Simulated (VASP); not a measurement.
Shape and ions are relaxed at each volume.

Energy against volume of Mg3Sb2 (a-la2o3). These are optB88-vdW, VASP's PBE PAW potentials (set 64) (plane waves; VASP) values and carry that method's errors.

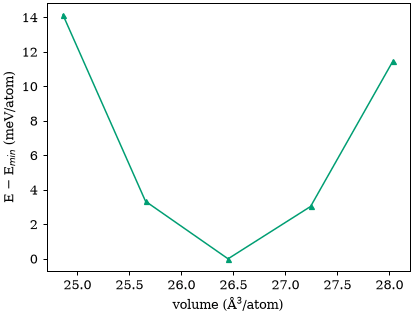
Fig. 1. Energy against volume

**Question.** Estimate the equilibrium volume and the bulk modulus.

**Answer.** The minimum lies near 26.4 Å³/atom, and the curvature gives B0 of about 43 GPa.

The compound is Mg3Sb2 in the a-la2o3 structure. It was relaxed first.
